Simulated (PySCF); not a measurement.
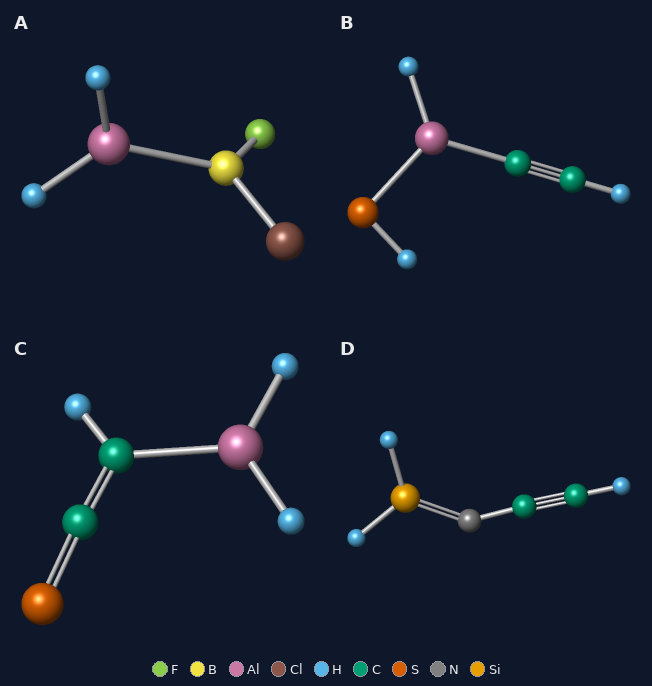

Figure made from data computed with PySCF.

**Which panel belongs to which SMILES?**
(1) C#[C][AlH][SH]
(2) [AlH2][CH]=C=S
(3) C#CN=[SiH2]
(4) F[B]([AlH2])Cl

A is (4), B is (1), C is (2), D is (3).
